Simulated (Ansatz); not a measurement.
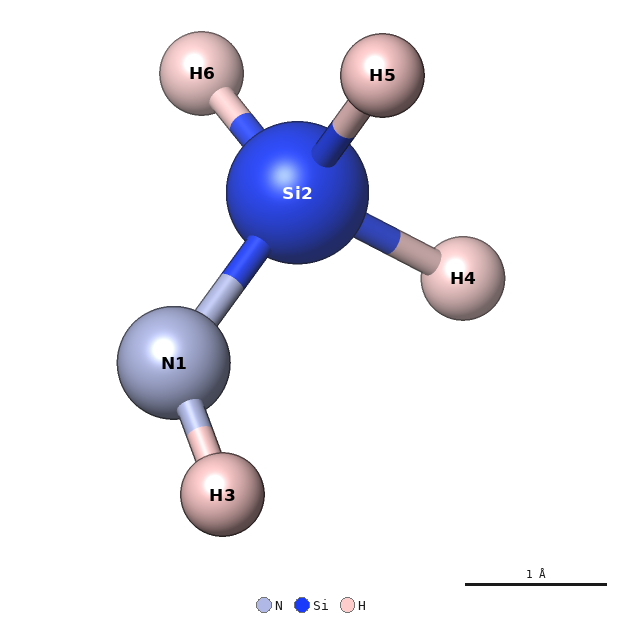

Simulated data, not a measurement (program: Ansatz).

Numbered structure. Charge 0, doublet. Geometry: atoms displaced at random (about 0.07 Å) from a stationary point of GFN2-xTB.

Q: How are the neighbours of atom 1 arranged?

A: N1 has 2 neighbours (Si2 at 1.63, H3 at 1.16 Å); the arrangement is bent.

Q: How are the neighbours of atom 2 arranged?

A: Si2 has 4 neighbours (N1 at 1.63, H4 at 1.53, H5 at 1.57, H6 at 1.37 Å); the arrangement is tetrahedral.
